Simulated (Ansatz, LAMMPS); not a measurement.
# Cd in place of Zn at several sites of glassy 59SiO2-41ZnO (mol %) (140 atoms)

At which site of glassy 59SiO2-41ZnO (mol %) (140 atoms) does Cd in place of Zn cost least, and what about the site decides it?

Method: Kohn-Sham DFT, PBEsol, PAW (set soft_2), plane waves, in Ansatz 0.2.0.

## Step 1: Set-up

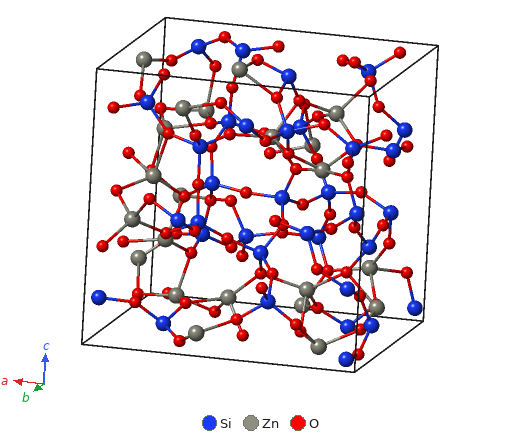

The starting structure, seen from a free direction (silicon blue, zinc grey, oxygen red). Bonds to atoms that aren't drawn are left out. Some periodic images of atoms are drawn too.

The cell holds 140 atoms: 32 Si, 22 Zn and 86 O. Cell: a = 12.245 Å, b = 12.245 Å, c = 12.245 Å, α = 90.0°, β = 90.0°, γ = 90.0°. 140 atoms (32 Si, 22 Zn, 86 O) placed at random at 3.08 g/cm³, melted at 4000 K for 10 ps at fixed volume with the Morse and Coulomb pair potential with partial charges (Pedone, Malavasi, Menziani, Cormack and Segre, J. Phys. Chem. B 110, 11780 (2006)). Quenched from 4000 K to 300 K at 50 K/ps and fixed volume, held 10 ps at zero pressure, then minimised at fixed cell.

Limits known from the start: The quench rate of 50 K/ps far exceeds what a furnace or splat quench reaches, so expect more defects and frozen-in strain than in a real sample. The starting topology of bonds comes from the classical model, and needn't be the one that DFT or experiment would give. Only the Γ point is sampled, in a cell whose shortest periodic width is 12 Å.

## Step 2: Single point at the start

The forces at the start show how far the geometry lies from a minimum of this functional.

Input file input.yaml:

```yaml
crystal:
  lattice:
    - [12.24528, 0.0, 0.0]
    - [0.0, 12.24528, 0.0]
    - [0.0, 0.0, 12.24528]
  atoms:
    - { symbol: Si, position: [0.0999, 0.02325, 0.6879] }
    - { symbol: Si, position: [0.77795, 0.70374, 0.04334] }
    - { symbol: Si, position: [0.68118, 0.28292, 0.70627] }
    - { symbol: Si, position: [0.22772, 0.08714, 0.89836] }
    - { symbol: Si, position: [0.39918, 0.57818, 0.95534] }
    - { symbol: Si, position: [0.84353, 0.12564, 0.93377] }
    - { symbol: Si, position: [0.43111, 0.44977, 0.48727] }
    - { symbol: Si, position: [0.0904, 0.71712, 0.51365] }
    - { symbol: Si, position: [0.19997, 0.30897, 0.01607] }
    - { symbol: Si, position: [0.44592, 0.98886, 0.84637] }
    - { symbol: Si, position: [0.63805, 0.10231, 0.2624] }
    - { symbol: Si, position: [0.89722, 0.62881, 0.81913] }
    - { symbol: Si, position: [0.68032, 0.69752, 0.6941] }
    - { symbol: Si, position: [0.00181, 0.77136, 0.12722] }
    - { symbol: Si, position: [0.43749, 0.20596, 0.69806] }
    - { symbol: Si, position: [0.21364, 0.94017, 0.47102] }
    - { symbol: Si, position: [0.37054, 0.82882, 0.18734] }
    - { symbol: Si, position: [0.1052, 0.77017, 0.7585] }
    - { symbol: Si, position: [0.67617, 0.9894, 0.48089] }
    - { symbol: Si, position: [0.64576, 0.2734, 0.96618] }
    - { symbol: Si, position: [0.07425, 0.27155, 0.43573] }
    - { symbol: Si, position: [0.03151, 0.46247, 0.70138] }
    - { symbol: Si, position: [0.66138, 0.74333, 0.42903] }
    - { symbol: Si, position: [0.3494, 0.76306, 0.79492] }
    - { symbol: Si, position: [0.38229, 0.06799, 0.27841] }
    - { symbol: Si, position: [0.69382, 0.42508, 0.5085] }
    - { symbol: Si, position: [0.45615, 0.62443, 0.31737] }
    - { symbol: Si, position: [0.03321, 0.99938, 0.04356] }
    - { symbol: Si, position: [0.05382, 0.95198, 0.28806] }
    - { symbol: Si, position: [0.31778, 0.22114, 0.47636] }
    - { symbol: Si, position: [0.74811, 0.31141, 0.29728] }
    - { symbol: Si, position: [0.08735, 0.51784, 0.35611] }
    [... 102 atom lines left out ...]
    - { symbol: O, position: [0.72146, 0.32489, 0.42565] }
    - { symbol: O, position: [0.0368, 0.82828, 0.2415] }
    - { symbol: O, position: [0.64064, 0.87359, 0.42496] }
    - { symbol: O, position: [0.36914, 0.93999, 0.25754] }
    - { symbol: O, position: [0.02103, 0.86947, 0.03836] }
    - { symbol: O, position: [0.3797, 0.47539, 0.60224] }
kpoints:
  mp_grid: { grid: [1, 1, 1] }
hamiltonian:
  xc: pbesol
scf:
  occupations: { method: fermi_dirac, width: 0.025 }
output:
  forces: true
```

On the command line:

```console
$ ansatz run input.yaml --threads 4 --pin off --max-ram 8192MiB --backend cpu --events-out ev --progress --plain --runs-dir out
```

Numbers of over 12 decimals in the logs are rounded to 6 here.

The program printed:

```text
[...]
Pseudopotentials: kind: paw
Pseudopotential: Si, paw, valence charge 4, recommended cutoff 420 eV (normal), Si.paw.azcp
Pseudopotential: Zn, paw, valence charge 12, recommended cutoff 420 eV (normal), Zn.paw.azcp
Pseudopotential: O, paw, valence charge 6, recommended cutoff 420 eV (normal), O.paw.azcp
[...]
Crystal: 140 atoms, lattice volume = 1836.142 Å³
Basis set: ecut = 420 eV, 35825 PW (Γ), exchange–correlation on 180×180×180 points (8 copies of the dense FFT grid, shifted against one another)
Bands: 594, of which v1, the nominal top of the filled ones, is band 454 counted from 1 (453 counted from 0)
Symmetry: 1 space group operations
Space group: P1 (ITA 1), of the structure as read, at distance tolerance 1.2e-4 Å
k-points: 1
[...]
Initial density: superposition of atomic densities (neutral atoms: chi_scale 0, normalization atom), corrected by the library's trained network
Initial wavefunctions: pseudopotential atomic-orbital guess
[...]
SCF iter   1: F=—  HF=-140399.882483 eV  |F-HF|=—  |Δ(HF+E_count)|=         —  Δρ=1.25e-2  dr2=2.30e0  ethr=1.77e-3  ⟨swp⟩=6.0  Hψ=2593  notcnv=0  defer=46
preconditioner: auto → Resta (q_TF=auto, 2.426 Å⁻¹)  ε∞=4.1  [insulator: Δε(μ)=2.370 eV  Ē_g=14.794 eV  σ=0.025 eV  W_gap=1.00  n_scr=460 (ndim 8)  ℏωp=26.1 eV  f_vac=0.157  D(μ)=0.00/eV (n_scr^D=0)  ε∞_Penn≈4.1]
SCF iter   2: F=—  HF=-140399.215355 eV  |F-HF|=—  |Δ(HF+E_count)|=   6.67e-1  Δρ=1.92e-3  dr2=6.69e-2  ethr=2.53e-4  ⟨swp⟩=2.0  Hψ=1073  notcnv=0  defer=133
SCF iter   3: F=—  HF=-140399.210898 eV  |F-HF|=—  |Δ(HF+E_count)|=   4.46e-3  Δρ=9.41e-4  dr2=2.60e-2  ethr=7.37e-6  ⟨swp⟩=2.0  Hψ=849  notcnv=0  defer=65
automatic band count: iteration 3 solves 526 bands in place of 594: the levels show a gap, and the empty bands left out lie too high to hold charge; the band table lists the bands solved (type scf.n_extra_bands for more)
SCF iter   4: F=—  HF=-140399.209856 eV  |F-HF|=—  |Δ(HF+E_count)|=   1.04e-3  Δρ=5.59e-4  dr2=5.90e-3  ethr=2.86e-6  ⟨swp⟩=2.0  Hψ=850  notcnv=0  defer=65
SCF iter   5: F=—  HF=-140399.208917 eV  |F-HF|=—  |Δ(HF+E_count)|=   9.38e-4  Δρ=1.58e-4  dr2=6.38e-4  ethr=6.50e-7  ⟨swp⟩=2.0  Hψ=844  notcnv=0  defer=65
[...]
SCF iter  10: F=—  HF=-140399.213494 eV  |F-HF|=—  |Δ(HF+E_count)|=   6.97e-7  Δρ=3.31e-6  dr2=1.78e-7  ethr=1.10e-11  ⟨swp⟩=4.0  Hψ=1806  notcnv=0
SCF iter  11: F=-140399.213494 eV  HF=-140399.213494 eV  |F-HF|=9.14e-9  |Δ(HF+E_count)|=   7.13e-8  Δρ=1.74e-6  dr2=5.01e-8  ethr=1.10e-11  ⟨swp⟩=4.0  Hψ=1786  notcnv=0
SCF 1 converged in 11 iterations: F = -140399.213494 eV  dr2 = 5.01e-8
[...]
SCF converged after 11 iterations
Free energy (F): -140399.213494 eV
Harris-Foulkes:  -140399.213494 eV  (|F-HF|=9.14e-9)
Internal energy: -140399.213494 eV  (E = F + TS)
E sigma→0 (E₀):  -140399.213494 eV
Fermi energy:    5.376946 eV
--- Per-component energies (eV) ---
[...]
Σ components = -140399.213494   (vs F -140399.213494, Δ=0.00e0)
--- Forces (eV/Å), atoms counted from 1 ---
  atom   1  Si     1.50661165    -1.99931469     0.04247847
  atom   2  Si     1.49633059    -0.48744568    -1.39697843
  atom   3  Si    -0.87809030    -0.20766087     0.49081650
  atom   4  Si    -0.67312495    -0.73052327    -0.77698096
[...]
atom 140  O     -1.16314052     0.76892848     2.16299309
  max |Σ_I F_I| component: 5.06e-5 eV/Å
```

It took 32 s on 4 threads of Arm Neoverse V2, shared host; peak memory 2.9 GiB.

Reading the cycles: dr2 is the Hartree energy of the density residual (eV), the measure of convergence; HF is the Harris–Foulkes estimate of the energy, which meets the free energy F at convergence.

The r.m.s. force at the start is 0.90 eV/Å.

## Step 3: Relaxation

With the cell held, the atoms are moved downhill towards a nearby minimum.

Input file input.yaml:

```yaml
crystal:
  lattice:
    - [12.24528, 0.0, 0.0]
    - [0.0, 12.24528, 0.0]
    - [0.0, 0.0, 12.24528]
  atoms:
    [... the 140 atom lines of step 2 ...]
kpoints:
  mp_grid: { grid: [1, 1, 1] }
hamiltonian:
  xc: pbesol
scf:
  occupations: { method: fermi_dirac, width: 0.025 }
output:
  forces: true
relax:
  f_tol: 0.05
  max_steps: 120
```

The program printed:

```text
[...]
Crystal: 140 atoms, lattice volume = 1836.142 Å³
Basis set: ecut = 420 eV, 35825 PW (Γ), exchange–correlation on 180×180×180 points (8 copies of the dense FFT grid, shifted against one another)
Bands: 594, of which v1, the nominal top of the filled ones, is band 454 counted from 1 (453 counted from 0)
Symmetry: 1 space group operations
[...]
k-points: 1
[...]
SCF iter   1: F=—  HF=-140399.882483 eV  |F-HF|=—  |Δ(HF+E_count)|=         —  Δρ=1.25e-2  dr2=2.30e0  ethr=1.77e-3  ⟨swp⟩=6.0  Hψ=2593  notcnv=0  defer=46
[...]
SCF iter   7: F=-140399.213488 eV  HF=-140399.213475 eV  |F-HF|=1.33e-5  |Δ(HF+E_count)|=   1.50e-5  Δρ=2.59e-5  dr2=1.41e-5  ethr=6.88e-9  ⟨swp⟩=2.0  Hψ=1895  notcnv=0
SCF 1 converged in 7 iterations: F = -140399.213488 eV  dr2 = 1.41e-5
[...]
relax step   1: F+E_penalty+E_count = -140399.21348836 eV  Δ(F+E_penalty+E_count) = +0.000e0 eV  max|allowed force component| = 2.964e0 eV/Å  Δτ_max = 0.0000 Å  (7 SCF iters, dr2 threshold 6.25e-5 eV, accepted)
[...]
relax step   2: F+E_penalty+E_count = -140402.11528989 eV  Δ(F+E_penalty+E_count) = -2.902e0 eV  max|allowed force component| = 1.706e0 eV/Å  Δτ_max = 0.0697 Å  (7 SCF iters, dr2 threshold 1.00e-4 eV, accepted)
[...]
relax step   3: F+E_penalty+E_count = -140404.31862813 eV  Δ(F+E_penalty+E_count) = -2.203e0 eV  max|allowed force component| = 4.199e-1 eV/Å  Δτ_max = 0.1940 Å  (8 SCF iters, dr2 threshold 1.00e-4 eV, accepted)
relax step   4: F+E_penalty+E_count = -140404.81795129 eV  Δ(F+E_penalty+E_count) = -4.993e-1 eV  max|allowed force component| = 3.530e-1 eV/Å  Δτ_max = 0.2000 Å  (8 SCF iters, dr2 threshold 1.10e-5 eV, accepted)
relax step   5: F+E_penalty+E_count = -140405.00562214 eV  Δ(F+E_penalty+E_count) = -1.877e-1 eV  max|allowed force component| = 2.221e-1 eV/Å  Δτ_max = 0.2000 Å  (8 SCF iters, dr2 threshold 7.79e-6 eV, accepted)
relax step   6: F+E_penalty+E_count = -140405.09840320 eV  Δ(F+E_penalty+E_count) = -9.278e-2 eV  max|allowed force component| = 2.283e-1 eV/Å  Δτ_max = 0.1953 Å  (7 SCF iters, dr2 threshold 1.95e-5 eV, accepted)
relax step   7: F+E_penalty+E_count = -140405.18217332 eV  Δ(F+E_penalty+E_count) = -8.377e-2 eV  max|allowed force component| = 1.815e-1 eV/Å  Δτ_max = 0.2000 Å  (8 SCF iters, dr2 threshold 2.06e-5 eV, accepted)
relax step   8: F+E_penalty+E_count = -140405.12560833 eV  Δ(F+E_penalty+E_count) = +5.656e-2 eV  max|allowed force component| = 4.992e-1 eV/Å  Δτ_max = 0.2000 Å  (8 SCF iters, dr2 threshold 2.08e-5 eV, rejected (line search))
relax step   9: F+E_penalty+E_count = -140405.22636869 eV  Δ(F+E_penalty+E_count) = -4.420e-2 eV  max|allowed force component| = 9.540e-2 eV/Å  Δτ_max = 0.1000 Å  (11 SCF iters, accepted)
relax step  10: F+E_penalty+E_count = -140405.23234521 eV  Δ(F+E_penalty+E_count) = -5.977e-3 eV  max|allowed force component| = 1.244e-1 eV/Å  Δτ_max = 0.0634 Å  (8 SCF iters, dr2 threshold 2.51e-6 eV, accepted)
relax step  11: F+E_penalty+E_count = -140405.21950584 eV  Δ(F+E_penalty+E_count) = +1.284e-2 eV  max|allowed force component| = 1.726e-1 eV/Å  Δτ_max = 0.1500 Å  (8 SCF iters, dr2 threshold 4.27e-6 eV, rejected (line search))
relax step  12: F+E_penalty+E_count = -140405.24112780 eV  Δ(F+E_penalty+E_count) = -8.783e-3 eV  max|allowed force component| = 2.023e-1 eV/Å  Δτ_max = 0.0674 Å  (10 SCF iters, accepted)
relax step  13: F+E_penalty+E_count = -140405.24164291 eV  Δ(F+E_penalty+E_count) = -5.151e-4 eV  max|allowed force component| = 6.262e-2 eV/Å  Δτ_max = 0.0750 Å  (6 SCF iters, dr2 threshold 4.09e-5 eV, accepted)
relax step  14: F+E_penalty+E_count = -140405.24488830 eV  Δ(F+E_penalty+E_count) = -3.245e-3 eV  max|allowed force component| = 8.911e-2 eV/Å  Δτ_max = 0.0459 Å  (9 SCF iters, accepted)
relax step  15: F+E_penalty+E_count = -140405.24028748 eV  Δ(F+E_penalty+E_count) = +4.601e-3 eV  max|allowed force component| = 6.693e-2 eV/Å  Δτ_max = 0.0624 Å  (9 SCF iters, rejected (line search))
relax step  16: F+E_penalty+E_count = -140405.24540725 eV  Δ(F+E_penalty+E_count) = -5.189e-4 eV  max|allowed force component| = 9.098e-2 eV/Å  Δτ_max = 0.0133 Å  (9 SCF iters, accepted)
relax step  17: F+E_penalty+E_count = -140405.24002275 eV  Δ(F+E_penalty+E_count) = +5.384e-3 eV  max|allowed force component| = 7.098e-2 eV/Å  Δτ_max = 0.0799 Å  (7 SCF iters, dr2 threshold 8.28e-6 eV, rejected (line search))
[...]
relax step  18: F+E_penalty+E_count = -140405.24618657 eV  Δ(F+E_penalty+E_count) = -7.793e-4 eV  max|allowed force component| = 1.667e-2 eV/Å  Δτ_max = 0.0232 Å  (9 SCF iters, accepted)
SCF converged after 9 iterations
Free energy (F): -140405.246187 eV
[...]
Internal energy: -140405.246187 eV  (E = F + TS)
E sigma→0 (E₀):  -140405.246187 eV
Fermi energy:    5.226847 eV
[...]
--- Forces (eV/Å), atoms counted from 1 ---
  atom   1  Si    -0.00166628     0.00183730    -0.00172196
  atom   2  Si     0.00387341    -0.00240520     0.00424053
  atom   3  Si     0.00182818    -0.00107748     0.00208620
  atom   4  Si    -0.00408428     0.00068447    -0.00083163
  atom   5  Si    -0.00281311     0.00138338     0.00207218
  atom   6  Si     0.00275253     0.00570756    -0.00195638
  atom   7  Si    -0.00254127    -0.00096885     0.00119952
  atom   8  Si     0.00048289     0.00711453    -0.00255994
  atom   9  Si    -0.00500169     0.00313131     0.00439479
  atom  10  Si     0.00638589     0.00168847     0.00129190
  atom  11  Si    -0.00474941    -0.00024204     0.00129933
  atom  12  Si    -0.00625835     0.00954745     0.00219662
  atom  13  Si     0.00004170     0.00158034    -0.00111735
  atom  14  Si     0.00530975    -0.00145011    -0.00540479
[...]
atom 139  O     -0.00115468    -0.00106982     0.00389282
  atom 140  O     -0.00040023    -0.00241152    -0.00291073
  max |Σ_I F_I| component: 8.97e-5 eV/Å
--- Relaxed structure (18 steps of the walk, 14 accepted, 0 SCFs on fresh bases) ---
  F+E_penalty+E_count = -140405.24618657 eV   max|allowed force component| = 1.667e-2 eV/Å
  atoms:
    - { symbol: Si, position: [0.088673, 0.025192, 0.678762] }
    - { symbol: Si, position: [0.774121, 0.693506, 0.035770] }
    - { symbol: Si, position: [0.677599, 0.276740, 0.706742] }
    - { symbol: Si, position: [0.218902, 0.077319, 0.893985] }
[...]
- { symbol: O, position: [0.392148, 0.482428, 0.612631] }
```

Elapsed: 7.5 min, on 4 threads; peak memory 3 GiB.

The relaxation converged after 18 steps, 6.03 eV below its start, with a largest force component of 0.017 eV/Å.

## Step 4: Single point at the relaxed geometry

The electronic structure is read at the final geometry, in a run of its own.

Input file input.yaml:

```yaml
crystal:
  lattice:
    - [12.24528, 0.0, 0.0]
    - [0.0, 12.24528, 0.0]
    - [0.0, 0.0, 12.24528]
  atoms:
    - { symbol: Si, position: [0.08867, 0.02519, 0.67876] }
    - { symbol: Si, position: [0.77412, 0.69351, 0.03577] }
    - { symbol: Si, position: [0.6776, 0.27674, 0.70674] }
    - { symbol: Si, position: [0.2189, 0.07732, 0.89399] }
    - { symbol: Si, position: [0.38796, 0.59292, 0.94545] }
    - { symbol: Si, position: [0.83845, 0.12357, 0.93173] }
    [... 128 atom lines left out ...]
    - { symbol: O, position: [0.73413, 0.31657, 0.43486] }
    - { symbol: O, position: [0.02755, 0.8215, 0.24471] }
    - { symbol: O, position: [0.63369, 0.86856, 0.41473] }
    - { symbol: O, position: [0.38943, 0.94433, 0.283] }
    - { symbol: O, position: [0.00532, 0.86889, 0.03532] }
    - { symbol: O, position: [0.39215, 0.48243, 0.61263] }
kpoints:
  mp_grid: { grid: [1, 1, 1] }
hamiltonian:
  xc: pbesol
scf:
  occupations: { method: fermi_dirac, width: 0.025 }
output:
  forces: true
  stress: true
  populations: true
  dos:
    method: { smearing: { sigma: 0.1 } }
    de: 0.1
    projected: { site_lists: { O: [O], Si: [Si], Zn: [Zn] } }
  eigenvalues: true
  write_density: true
  write_potential: true
  volumetric_format: npy
```

The program printed:

```text
[...]
Crystal: 140 atoms, lattice volume = 1836.142 Å³
Basis set: ecut = 420 eV, 35825 PW (Γ), exchange–correlation on 180×180×180 points (8 copies of the dense FFT grid, shifted against one another)
Bands: 594, of which v1, the nominal top of the filled ones, is band 454 counted from 1 (453 counted from 0)
Symmetry: 1 space group operations
[...]
k-points: 1
[...]
SCF iter   1: F=—  HF=-140405.905935 eV  |F-HF|=—  |Δ(HF+E_count)|=         —  Δρ=1.26e-2  dr2=2.34e0  ethr=1.77e-3  ⟨swp⟩=5.0  Hψ=2399  notcnv=0  defer=126
[...]
SCF iter  11: F=-140405.246175 eV  HF=-140405.246175 eV  |F-HF|=3.25e-8  |Δ(HF+E_count)|=   7.67e-8  Δρ=1.62e-6  dr2=4.98e-8  ethr=1.10e-11  ⟨swp⟩=10.0  Hψ=3527  notcnv=0
SCF 1 converged in 11 iterations: F = -140405.246175 eV  dr2 = 4.98e-8
[...]
SCF converged after 11 iterations
Free energy (F): -140405.246175 eV
[...]
Internal energy: -140405.246175 eV  (E = F + TS)
E sigma→0 (E₀):  -140405.246175 eV
Fermi energy:    5.226737 eV
[...]
--- Forces (eV/Å), atoms counted from 1 ---
  atom   1  Si    -0.00005692     0.00430958    -0.00150269
  atom   2  Si     0.00430294    -0.00373043     0.00290619
  atom   3  Si     0.00058241     0.00064981     0.00487316
  atom   4  Si    -0.00062584     0.00110164    -0.00475062
  atom   5  Si    -0.00338014     0.00216791     0.00202170
  atom   6  Si     0.00084141     0.00299264    -0.00296773
  atom   7  Si    -0.00342361    -0.00165662     0.00249343
  atom   8  Si    -0.00262105     0.00861949    -0.00060457
  atom   9  Si    -0.00322382     0.00192694     0.00512834
  atom  10  Si     0.00968781     0.00023770     0.00116256
  atom  11  Si    -0.00527328     0.00239036    -0.00041603
  atom  12  Si    -0.00382062     0.01287704    -0.00108232
  atom  13  Si     0.00001006     0.00446593     0.00111125
  atom  14  Si     0.00639629     0.00043428    -0.00631267
[...]
atom 139  O     -0.00124603    -0.00332252     0.00465968
  atom 140  O     -0.00006107    -0.00240359    -0.00381912
  max |Σ_I F_I| component: 3.24e-5 eV/Å
--- Stress (GPa, compression-positive) ---
       -0.899131      -0.545415      -0.140151
       -0.545415      -0.803035      -1.105064
       -0.140150      -1.105064      -0.943509
  P = ⅓ Tr σ = -0.8819 GPa (-8.819 kbar)
--- Band table (eV) ---
[...]
--- Löwdin populations: 140 sites ---
  site symbol       q [e]
     0     Si      2.2766
     1     Si      2.3245
     2     Si      2.2937
[...]
139      O      6.9699
  spilling = 0.011468 (of n_electrons = 908.000000)
```

The job ended after 62 s (4 threads; peak memory 3 GiB; 4 min of CPU time).

The run gave:

* free energy: -140405.2462 eV
* free energy per atom: -1002.8946 eV/atom
* SCF cycles: 11
* pressure: -0.8819 GPa
* r.m.s. force component: 0.0037 eV/Å
* longest force: 0.01788 eV/Å
* Fermi energy: 5.227 eV
* gap (highest filled to lowest empty level): 2.963 eV
* spilling of the projection: 0.01147

[end of part 1 of 2]

[Logs are printed without paths, hosts, clocks, repeated set-up lines and the standing remarks that a program may print on its own settings, such as how far it seeks lower states.]

[Hosts, paths, dates, database ids (printed as entryN), source tags and the programs' standing remarks are cut or masked in the printed files.]
